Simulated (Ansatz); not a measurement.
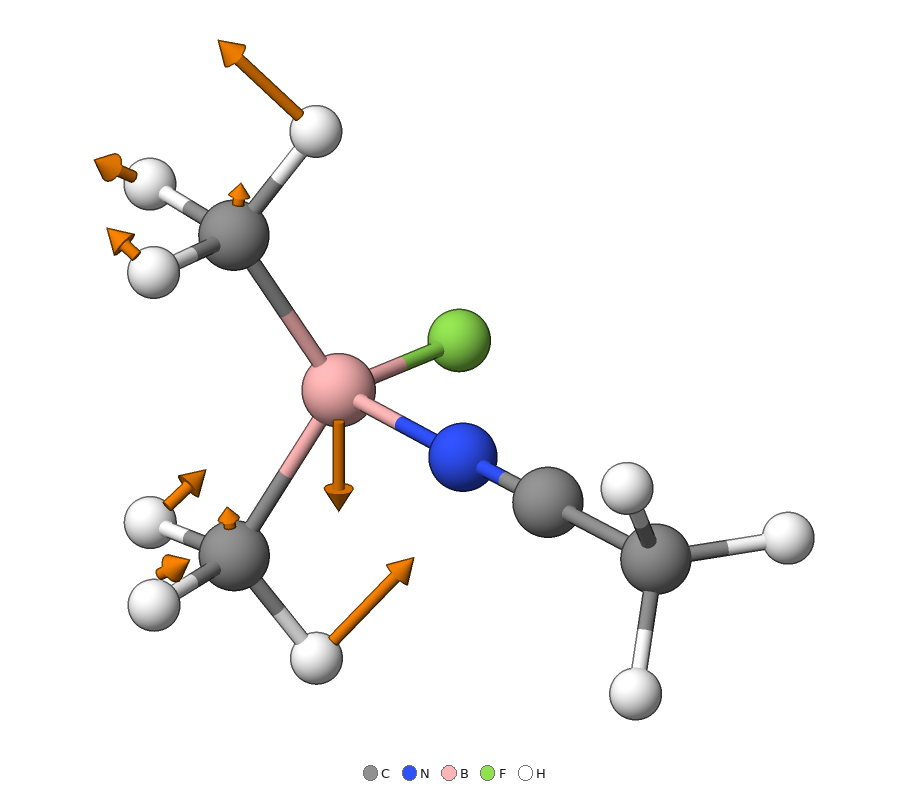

The arrows show one normal mode. Harmonic vibrations computed with RKS PBE0-D4/def2-TZVP (Ansatz 0.2.0) at a stationary point of the same level.

Question: At what wavenumber does it lie?

Answer: 1116 cm⁻¹; it is mode 22 of 42 counted from the lowest.
